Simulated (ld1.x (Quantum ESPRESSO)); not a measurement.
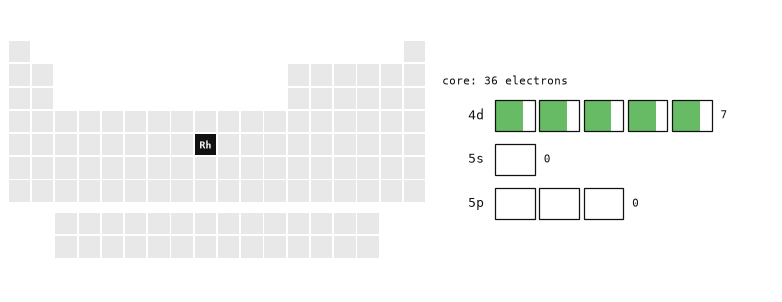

Left, the place of rhodium in the periodic table; right, the valence shells of the reference configuration: a box for each of the 2l + 1 orbitals, shaded by the share of the shell that is filled, with the electron count at the right.

**Pseudopotential generation for Rh (part 1 of 2)**

System: rhodium (Rh, Z = 45), core [Kr], reference valence 4d7 5s0 5p0 (an ion of charge +2), valence charge 9.
Method: TM potential, LDA (PZ), scalar-relativistic, made with ld1.x (Quantum ESPRESSO) 7.5.

## Log
```
     Program LD1 v.7.5
     --------------------------- All-electron run ----------------------------

     Rh
     scalar relativistic calculation

     atomic number is 45.00
     dft =PZ   lsd =0 sic =0 latt =0  beta=0.20 tr2=1.0E-14
     Exchange-correlation= PZ
                           (   1   1   0   0   0   0   0)
     mesh =1233 r(mesh) =  98.82371 a.u. xmin = -7.00 dx = 0.01250
     1 Ry =  13.60569312 eV, c = 137.03599908

     n l     nl                  e(Ry)          e(Ha)          e(eV)
     1 0     1S 1( 2.00)     -1692.6980      -846.3490    -23030.3295
     2 0     2S 1( 2.00)      -246.7984      -123.3992     -3357.8637
     2 1     2P 1( 6.00)      -221.4961      -110.7480     -3013.6076
     3 0     3S 1( 2.00)       -45.3447       -22.6723      -616.9457
     3 1     3P 1( 6.00)       -37.0266       -18.5133      -503.7723
     4 0     4S 1( 2.00)        -7.6099        -3.8049      -103.5378
     4 1     4P 1( 6.00)        -5.2465        -2.6232       -71.3819
     3 2     3D 1(10.00)       -23.6830       -11.8415      -322.2232
     4 2     4D 1( 7.00)        -1.9100        -0.9550       -25.9872
     5 0     5S 1( 0.00)        -1.4704        -0.7352       -20.0064
     5 1     5P 1( 0.00)        -1.0238        -0.5119       -13.9296

     final scf error:  6.5E-15 reached in  35 iterations

     Etot =   -9556.974135 Ry,   -4778.487068 Ha, -130029.257266 eV

     Ekin =    9895.206107 Ry,    4947.603054 Ha,  134631.137687 eV
     Encl =  -23011.843684 Ry,  -11505.921842 Ha, -313092.083353 eV
     Eh   =    3826.085380 Ry,    1913.042690 Ha,   52056.543542 eV
     Exc  =    -266.421939 Ry,    -133.210969 Ha,   -3624.855142 eV

     normalization and overlap integrals

     s(1S/1S) =  1.000000  <r> =   0.0327  <r2> =    0.0014  r(max) =   0.0211
     s(2S/2S) =  1.000000  <r> =   0.1421  <r2> =    0.0238  r(max) =   0.1201
     s(2P/2P) =  1.000000  <r> =   0.1238  <r2> =    0.0187  r(max) =   0.0959
     s(3S/3S) =  1.000000  <r> =   0.3914  <r2> =    0.1753  r(max) =   0.3520
     s(3P/3P) =  1.000000  <r> =   0.3910  <r2> =    0.1777  r(max) =   0.3433
     s(4S/4S) =  1.000000  <r> =   0.9766  <r2> =    1.0813  r(max) =   0.8766
     s(4P/4P) =  1.000000  <r> =   1.0740  <r2> =    1.3221  r(max) =   0.9449
     s(3D/3D) =  1.000000  <r> =   0.3706  <r2> =    0.1642  r(max) =   0.2918
     s(4D/4D) =  1.000000  <r> =   1.4469  <r2> =    2.5044  r(max) =   1.1256
     s(5S/5S) =  1.000000  <r> =   2.6337  <r2> =    7.7947  r(max) =   2.3241
     s(5P/5P) =  1.000000  <r> =   3.1616  <r2> =   11.2727  r(max) =   2.7686

     ------------------------ End of All-electron run ------------------------

     --------------------- Generating NC pseudopotential ---------------------

      Generating local pot.: lloc=0, matching radius rcloc =   1.9500

      Wfc   5P  rcut= 2.769  Using Troullier-Martins method

      Wfc   4D  rcut= 1.213  Using Troullier-Martins method

      Wfc   4F  rcut= 2.634  Using Troullier-Martins method

     ------------------- End of pseudopotential generation -------------------

     --------------------------- All-electron run ----------------------------

     Rh
     scalar relativistic calculation

     atomic number is 45.00
     dft =PZ   lsd =0 sic =0 latt =0  beta=0.20 tr2=1.0E-14
     Exchange-correlation= PZ
                           (   1   1   0   0   0   0   0)
     mesh =1233 r(mesh) =  98.82371 a.u. xmin = -7.00 dx = 0.01250
     1 Ry =  13.60569312 eV, c = 137.03599908

     n l     nl                  e(Ry)          e(Ha)          e(eV)
     1 0     1S 1( 2.00)     -1692.6980      -846.3490    -23030.3295
     2 0     2S 1( 2.00)      -246.7984      -123.3992     -3357.8637
     2 1     2P 1( 6.00)      -221.4961      -110.7480     -3013.6076
     3 0     3S 1( 2.00)       -45.3447       -22.6723      -616.9457
     3 1     3P 1( 6.00)       -37.0266       -18.5133      -503.7723
     4 0     4S 1( 2.00)        -7.6099        -3.8049      -103.5378
     4 1     4P 1( 6.00)        -5.2465        -2.6232       -71.3819
     3 2     3D 1(10.00)       -23.6830       -11.8415      -322.2232
     4 2     4D 1( 7.00)        -1.9100        -0.9550       -25.9872
     5 0     5S 1( 0.00)        -1.4704        -0.7352       -20.0064
     5 1     5P 1( 0.00)        -1.0238        -0.5119       -13.9296

     final scf error:  6.5E-15 reached in  35 iterations

     Etot =   -9556.974135 Ry,   -4778.487068 Ha, -130029.257266 eV

     Ekin =    9895.206107 Ry,    4947.603054 Ha,  134631.137687 eV
     Encl =  -23011.843684 Ry,  -11505.921842 Ha, -313092.083353 eV
     Eh   =    3826.085380 Ry,    1913.042690 Ha,   52056.543542 eV
     Exc  =    -266.421939 Ry,    -133.210969 Ha,   -3624.855142 eV

     normalization and overlap integrals

     s(1S/1S) =  1.000000  <r> =   0.0327  <r2> =    0.0014  r(max) =   0.0211
     s(2S/2S) =  1.000000  <r> =   0.1421  <r2> =    0.0238  r(max) =   0.1201
     s(2P/2P) =  1.000000  <r> =   0.1238  <r2> =    0.0187  r(max) =   0.0959
     s(3S/3S) =  1.000000  <r> =   0.3914  <r2> =    0.1753  r(max) =   0.3520
     s(3P/3P) =  1.000000  <r> =   0.3910  <r2> =    0.1777  r(max) =   0.3433
     s(4S/4S) =  1.000000  <r> =   0.9766  <r2> =    1.0813  r(max) =   0.8766
     s(4P/4P) =  1.000000  <r> =   1.0740  <r2> =    1.3221  r(max) =   0.9449
     s(3D/3D) =  1.000000  <r> =   0.3706  <r2> =    0.1642  r(max) =   0.2918
     s(4D/4D) =  1.000000  <r> =   1.4469  <r2> =    2.5044  r(max) =   1.1256
     s(5S/5S) =  1.000000  <r> =   2.6337  <r2> =    7.7947  r(max) =   2.3241
     s(5P/5P) =  1.000000  <r> =   3.1616  <r2> =   11.2727  r(max) =   2.7686

     ------------------------ End of All-electron run ------------------------

     Computing logarithmic derivative in   3.00299
     Computing logarithmic derivative in   3.00299
     Computing the partial wave expansion
       no projector for channel:   0
     R is outside the sphere for l=    1 j= 0.00
     R is outside the sphere for l=    2 j= 0.00
     R is outside the sphere for l=    3 j= 0.00

     ---------------------- Testing the pseudopotential ----------------------

     Rh
     scalar relativistic calculation

     atomic number is 45.00   valence charge is  9.00
     dft =PZ   lsd =0 sic =0 latt =0  beta=0.20 tr2=1.0E-14
     mesh =1233 r(mesh) =  98.82371 xmin = -7.00 dx = 0.01250

     n l     nl             e AE (Ry)        e PS (Ry)    De AE-PS (Ry)
     3 2     4D   1( 7.00)       -1.91002       -1.91000       -0.00002
     1 0     5S   1( 0.00)       -1.47044       -1.47044       -0.00000
     2 1     5P   1( 0.00)       -1.02381       -1.02381        0.00000

     eps = 1.5E-17  iter =  4

     Etot =   -9556.974135 Ry,   -4778.487068 Ha, -130029.257266 eV
     Etotps =   -41.925853 Ry,     -20.962927 Ha,    -570.430293 eV

     Ekin =      41.991457 Ry,      20.995728 Ha,     571.322872 eV
     Encl =     -58.511977 Ry,     -29.255988 Ha,    -796.096002 eV
     Ehrt =      30.577112 Ry,      15.288556 Ha,     416.022801 eV
     Ecxc =      -6.545504 Ry,      -3.272752 Ha,     -89.056124 eV
     Epseu=     -49.436940 Ry,     -24.718470 Ha,    -672.623840 eV

     ---------------------- End of pseudopotential test ----------------------
```

## Output of the test run (extracts)
```
     ---------------------- Testing the pseudopotential ----------------------

     Rh
     scalar relativistic calculation

     atomic number is 45.00   valence charge is  9.00
     dft =PZ   lsd =0 sic =0 latt =0  beta=0.20 tr2=1.0E-14
     mesh =1233 r(mesh) =  98.82371 xmin = -7.00 dx = 0.01250

     n l     nl             e AE (Ry)        e PS (Ry)    De AE-PS (Ry)
     3 2     4D   1( 7.00)       -1.91002       -1.91000       -0.00002
     1 0     5S   1( 0.00)       -1.47044       -1.47044       -0.00000
     2 1     5P   1( 0.00)       -1.02381       -1.02381        0.00000

     eps = 1.3E-15  iter =  4

     Etot =   -9556.974135 Ry,   -4778.487068 Ha, -130029.257266 eV
     Etotps =   -41.925854 Ry,     -20.962927 Ha,    -570.430301 eV

     Ekin =      41.991456 Ry,      20.995728 Ha,     571.322864 eV
     Encl =     -58.511977 Ry,     -29.255988 Ha,    -796.096002 eV
     Ehrt =      30.577112 Ry,      15.288556 Ha,     416.022801 eV
     Ecxc =      -6.545504 Ry,      -3.272752 Ha,     -89.056124 eV
     Epseu=     -49.436940 Ry,     -24.718470 Ha,    -672.623840 eV

     ---------------------- End of pseudopotential test ----------------------

     ---------------------- Testing the pseudopotential ----------------------

     Rh
     scalar relativistic calculation

     atomic number is 45.00   valence charge is  9.00
     dft =PZ   lsd =0 sic =0 latt =0  beta=0.20 tr2=1.0E-14
     mesh =1233 r(mesh) =  98.82371 xmin = -7.00 dx = 0.01250

     n l     nl             e AE (Ry)        e PS (Ry)    De AE-PS (Ry)
     3 2     4D   1( 8.00)       -0.45179       -0.44473       -0.00707  !
     1 0     5S   1( 1.00)       -0.33756       -0.34239        0.00483
     2 1     5P   1( 0.00)       -0.07139       -0.07412        0.00274

     eps = 6.3E-16  iter = 14

     Etot =   -9558.999637 Ry,   -4779.499819 Ha, -130056.815626 eV
     Etotps =   -43.949712 Ry,     -21.974856 Ha,    -597.966296 eV
     dEtot_ae =      -2.025502 Ry
     dEtot_ps =      -2.023858 Ry,   Delta E=      -0.001644 Ry

     Ekin =      43.509074 Ry,      21.754537 Ha,     591.971115 eV
     Encl =     -71.468766 Ry,     -35.734383 Ha,    -972.382094 eV
     Ehrt =      42.423774 Ry,      21.211887 Ha,     577.204851 eV
     Ecxc =      -7.701183 Ry,      -3.850591 Ha,    -104.779927 eV
     Epseu=     -50.712612 Ry,     -25.356306 Ha,    -689.980242 eV

     ---------------------- End of pseudopotential test ----------------------

     ---------------------- Testing the pseudopotential ----------------------

     Rh
     scalar relativistic calculation

     atomic number is 45.00   valence charge is  9.00
     dft =PZ   lsd =0 sic =0 latt =0  beta=0.20 tr2=1.0E-14
     mesh =1233 r(mesh) =  98.82371 xmin = -7.00 dx = 0.01250

     n l     nl             e AE (Ry)        e PS (Ry)    De AE-PS (Ry)
     3 2     4D   1( 8.00)       -1.01793       -1.00647       -0.01146  !
     1 0     5S   1( 0.00)       -0.81710       -0.82210        0.00501  !
     2 1     5P   1( 0.00)       -0.46580       -0.47145        0.00564  !

     eps = 3.6E-15  iter =  9

     Etot =   -9558.426993 Ry,   -4779.213496 Ha, -130049.024402 eV
     Etotps =   -43.371823 Ry,     -21.685912 Ha,    -590.103716 eV
     dEtot_ae =      -1.452858 Ry
     dEtot_ps =      -1.445969 Ry,   Delta E=      -0.006888 Ry

     Ekin =      44.289647 Ry,      22.144824 Ha,     602.591348 eV
     Encl =     -65.924959 Ry,     -32.962479 Ha,    -896.954760 eV
     Ehrt =      37.588902 Ry,      18.794451 Ha,     511.423064 eV
     Ecxc =      -7.348643 Ry,      -3.674322 Ha,     -99.983382 eV
     Epseu=     -51.976770 Ry,     -25.988385 Ha,    -707.179986 eV

     ---------------------- End of pseudopotential test ----------------------

     ---------------------- Testing the pseudopotential ----------------------

     Rh
     scalar relativistic calculation

     atomic number is 45.00   valence charge is  9.00
     dft =PZ   lsd =0 sic =0 latt =0  beta=0.20 tr2=1.0E-14
     mesh =1233 r(mesh) =  98.82371 xmin = -7.00 dx = 0.01250

     n l     nl             e AE (Ry)        e PS (Ry)    De AE-PS (Ry)
     3 2     4D   1( 6.00)       -2.91996       -2.94356        0.02360  !
     1 0     5S   1( 0.00)       -2.20387       -2.20608        0.00221
     2 1     5P   1( 0.00)       -1.67181       -1.66469       -0.00712  !

     eps = 1.7E-16  iter =  7

     Etot =   -9554.568147 Ry,   -4777.284073 Ha, -129996.522126 eV
     Etotps =   -39.508610 Ry,     -19.754305 Ha,    -537.542028 eV
     dEtot_ae =       2.405988 Ry
     dEtot_ps =       2.417243 Ry,   Delta E=      -0.011255 Ry

     Ekin =      38.576839 Ry,      19.288420 Ha,     524.864639 eV
     Encl =     -50.608715 Ry,     -25.304358 Ha,    -688.566647 eV
     Ehrt =      23.580025 Ry,      11.790013 Ha,     320.822588 eV
     Ecxc =      -5.612944 Ry,      -2.806472 Ha,     -76.367997 eV
     Epseu=     -45.443816 Ry,     -22.721908 Ha,    -618.294610 eV

     ---------------------- End of pseudopotential test ----------------------

     ---------------------- Testing the pseudopotential ----------------------

     Rh
     scalar relativistic calculation

     atomic number is 45.00   valence charge is  9.00
     dft =PZ   lsd =0 sic =0 latt =0  beta=0.20 tr2=1.0E-14
     mesh =1233 r(mesh) =  98.82371 xmin = -7.00 dx = 0.01250

     n l     nl             e AE (Ry)        e PS (Ry)    De AE-PS (Ry)
     3 2     4D   1( 7.00)       -0.64932       -0.65376        0.00443
     1 0     5S   1( 2.00)       -0.40993       -0.41215        0.00222
     2 1     5P   1( 0.00)       -0.10716       -0.10781        0.00065

     eps = 3.3E-16  iter = 11

     Etot =   -9558.824640 Ry,   -4779.412320 Ha, -130054.434673 eV
     Etotps =   -43.780124 Ry,     -21.890062 Ha,    -595.658934 eV
     dEtot_ae =      -1.850505 Ry
     dEtot_ps =      -1.854270 Ry,   Delta E=       0.003765 Ry

     Ekin =      40.865690 Ry,      20.432845 Ha,     556.006042 eV
     Encl =     -70.526696 Ry,     -35.263348 Ha,    -959.564580 eV
     Ehrt =      40.657913 Ry,      20.328956 Ha,     553.179081 eV
     Ecxc =      -7.398738 Ry,      -3.699369 Ha,    -100.664958 eV
     Epseu=     -47.378293 Ry,     -23.689147 Ha,    -644.614519 eV

     ---------------------- End of pseudopotential test ----------------------

     ---------------------- Testing the pseudopotential ----------------------

     Rh
     scalar relativistic calculation

     atomic number is 45.00   valence charge is  9.00
     dft =PZ   lsd =0 sic =0 latt =0  beta=0.20 tr2=1.0E-14
     mesh =1233 r(mesh) =  98.82371 xmin = -7.00 dx = 0.01250

     n l     nl             e AE (Ry)        e PS (Ry)    De AE-PS (Ry)
     3 2     4D   1( 7.00)       -1.24292       -1.24556        0.00265
     1 0     5S   1( 1.00)       -0.91784       -0.91987        0.00204
     2 1     5P   1( 0.00)       -0.54011       -0.54123        0.00112

     eps = 7.5E-15  iter =  9

     Etot =   -9558.166002 Ry,   -4779.083001 Ha, -130045.473438 eV
     Etotps =   -43.119115 Ry,     -21.559557 Ha,    -586.665443 eV
     dEtot_ae =      -1.191867 Ry
     dEtot_ps =      -1.193261 Ry,   Delta E=       0.001394 Ry

     Ekin =      41.364107 Ry,      20.682054 Ha,     562.787349 eV
     Encl =     -64.880272 Ry,     -32.440136 Ha,    -882.741071 eV
     Ehrt =      35.633796 Ry,      17.816898 Ha,     484.822493 eV
     Ecxc =      -6.984119 Ry,      -3.492059 Ha,     -95.023773 eV
     Epseu=     -48.252627 Ry,     -24.126314 Ha,    -656.510442 eV

     ---------------------- End of pseudopotential test ----------------------
```

(Continued in part 2.) Outcome of the run: generated.
